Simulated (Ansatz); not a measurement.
**FH₅OSi₂ (SMILES F[SiH2][OH+][SiH2]) (charge +1, doublet): density, localisation and related maps**

```xyz
9

F    -0.0546   -1.1171   -0.2522
O     0.9496    1.3066   -0.6773
Si   -0.5749    0.3509   -0.5554
Si    2.2418    1.6071    0.6081
H    -1.1285    0.5070   -1.9053
H    -1.2483    0.9489    0.5999
H     1.2199    1.5282   -1.5920
H     1.4246    1.3529    1.8166
H     2.6015    3.0221    0.3446
```

Geometry: B3LYP/6-31G*.

Computed with isolated molecule in a Gaussian basis; Kohn-Sham density functional theory, functional PBE0 (Ansatz).

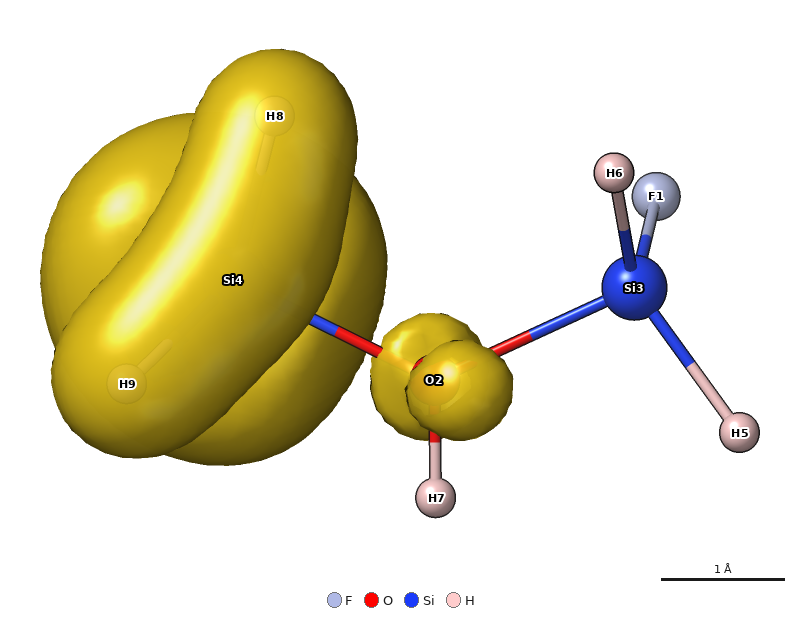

Figure 1. Isosurfaces of the spin density (α minus β) at +0.015 (yellow) and −0.015 e/Å³ (cyan), seen across its widest extent.

Which atoms carry the spin?

Answer. The unpaired spin (1 electron) lies mostly on Si4 (about 0.8), in electrons by Hirshfeld's partition.

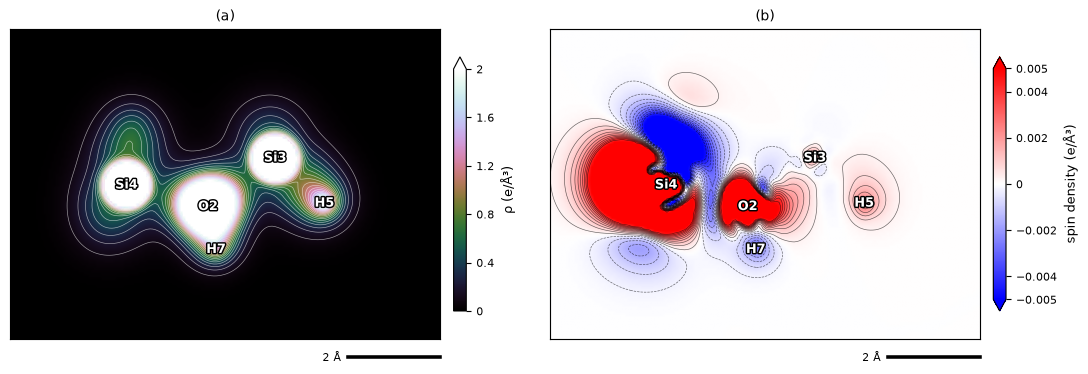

Figure 2. (a) electron density; (b) spin density on the plane of atoms O2, Si3 and H5.

Read the bonding off the picture.

Answer. The plane passes through O, Si and H nuclei. Si–O (1.80 Å): ρ is about 0.82 e/Å³ halfway. O–H (0.98 Å): ρ is about 3.7 e/Å³ halfway. Si–O (1.85 Å): ρ is about 0.74 e/Å³ halfway. Si–H (1.47 Å): ρ is about 0.91 e/Å³ halfway.

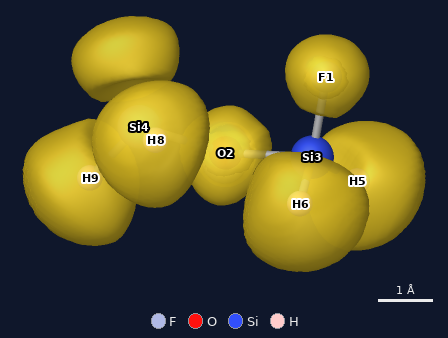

Figure 3. Isosurface of the ELF at 0.75 (yellow), seen from one side. Only the valence region is drawn (cores and ρ < 0.01 e/Å³ removed).

Where are the electrons localised?

Answer. The surface consists of four regions around hydrogen nuclei, one lobe on Si, pointing away from the bonds (non-bonding electrons), one region wrapped around F (its lone pairs, merged into a ring or cap) and one joined region spread over several atoms (H, O), in which their bonds and any lone pairs are merged.


Si–F (1.59 Å): the ELF peaks at about 0.85 in the valence shell of F, 0.6 Å from its nucleus, and is about 0.50 at the midpoint. Si–O (1.80 Å): the ELF peaks at about 0.90 between the atoms: a polar covalent bond.
